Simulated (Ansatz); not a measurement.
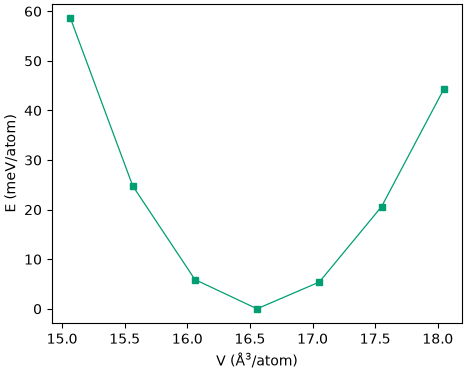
Ti$_{3}$Al in space group P6_3/mmc (No. 194; Ti on 6h, Al on 2c) under volume change, DFT-r²SCAN in the program Ansatz with PAW potentials, shape and atoms relaxed at each volume.

**Question.** What does a third-order Birch–Murnaghan fit give for V₀, B₀ and B′?

**Answer.** V₀ = 16.56 Å³/atom, B₀ = 121 GPa, B′ = 3.6.

Symmetry was held in the r²SCAN relaxation. No spin polarisation was allowed.

Potentials: the later of the program's two PAW sets.
